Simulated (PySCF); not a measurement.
NaCa (charge +1)

```xyz
2

Na    0.0000    0.0000   -2.2625
Ca    0.0000    0.0000    1.3015
```

All numbers below come from PBE0/def2-SVP, non-relativistic Hamiltonian with scalar-relativistic core potentials where named, at a bond length of 3.564 Å in PySCF 2.14.0.

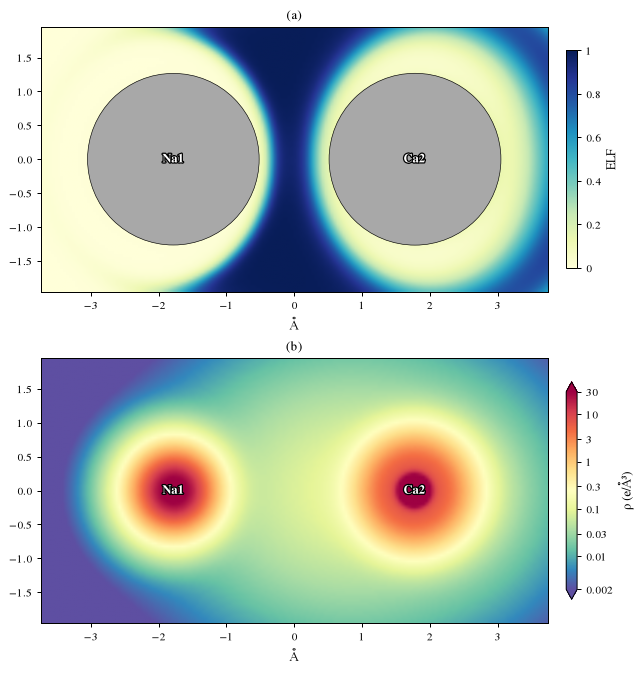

Figure 1. (a) ELF; (b) electron density on a plane that holds the molecular axis. Grey discs cover the atomic cores in the ELF map.

> Read the bonding off the picture.

- Atoms in the plane: Na and Ca.
- Na–Ca (3.56 Å): the density is about 0.08 e/Å³ at the midpoint; the ELF peaks at about 0.95 between the atoms.

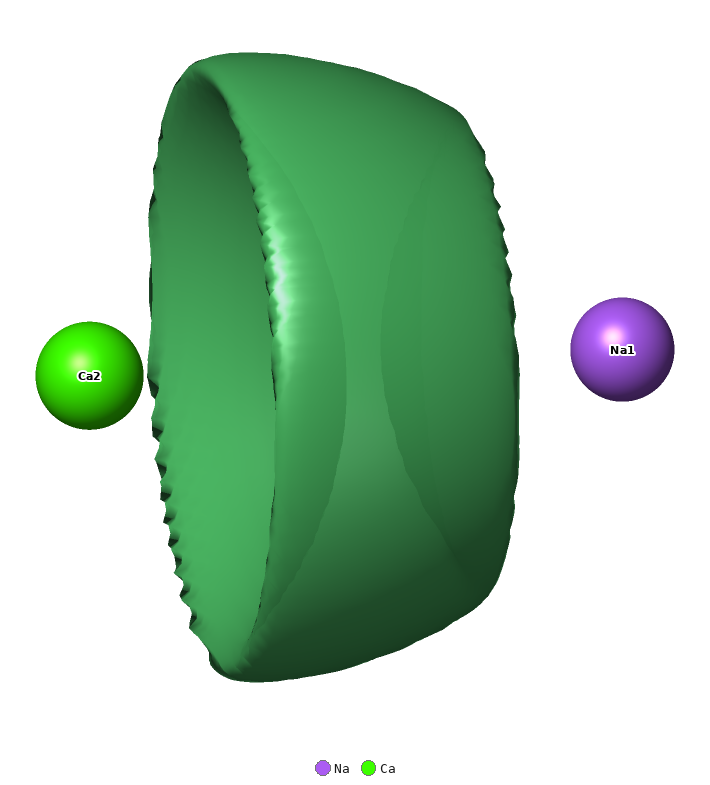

Figure 2. Isosurface of the ELF at 0.85 (green), seen from one side. Core shells and regions of very low density are left out.

> Where are the electrons localised?

The surface consists of one lobe of the valence shell of Ca pointing towards Na (polar bonds).
